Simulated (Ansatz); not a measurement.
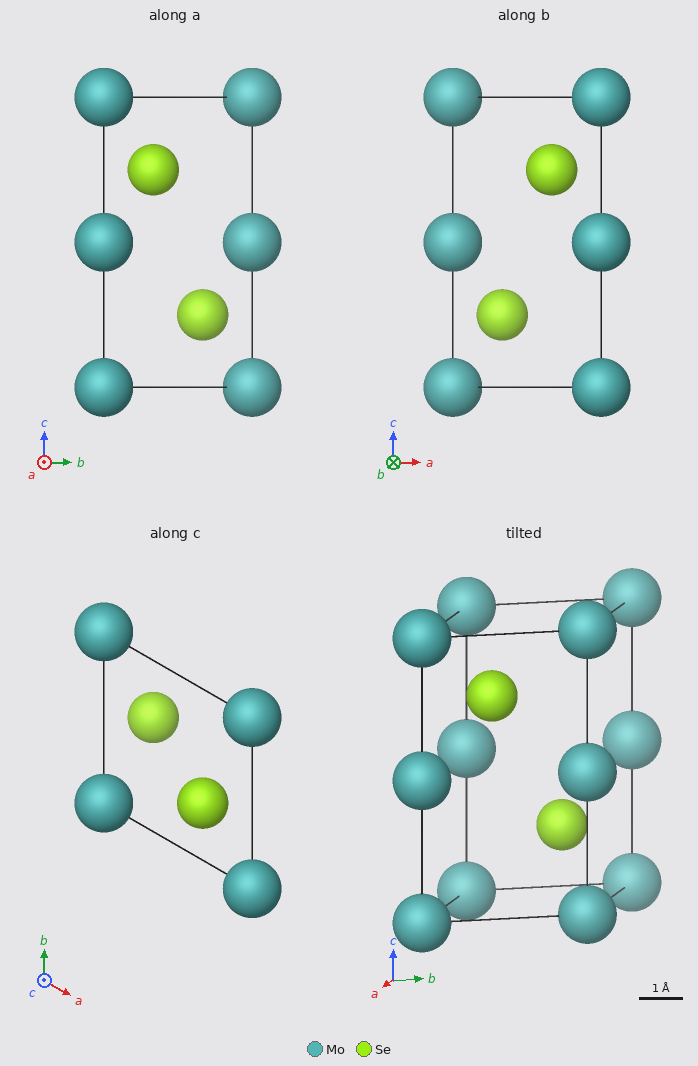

View along the a axis, along the b axis, along the c axis and slightly off an axis, drawn as a spheres-only model. The edges of the conventional unit cell are marked.

Lattice parameters: a = 4.0210 Å, b = 4.0210 Å, c = 6.8158 Å, α = 90.000°, β = 90.000°, γ = 120.000°.

From the views, write a CIF in P1 with every atom of the cell.

```cif
data_structure
_symmetry_space_group_name_H-M 'P 1'
_symmetry_Int_Tables_number 1
_cell_length_a 4.0210
_cell_length_b 4.0210
_cell_length_c 6.8158
_cell_angle_alpha 90.000
_cell_angle_beta 90.000
_cell_angle_gamma 120.000
_cell_volume 95.44
loop_
_atom_site_label
_atom_site_type_symbol
_atom_site_fract_x
_atom_site_fract_y
_atom_site_fract_z
_atom_site_occupancy
Mo1 Mo 0.0000 0.0000 0.0000 1
Mo2 Mo 0.0000 0.0000 0.5000 1
Se1 Se 0.3333 0.6667 0.2500 1
Se2 Se 0.6667 0.3333 0.7500 1
```

The structure comes from a structure type filled with these elements by a generator (whether the compound takes this form wasn't checked). Earlier steps of the study may have refined or changed the cell and positions. Ansatz was used for an electronic-structure calculation on it.
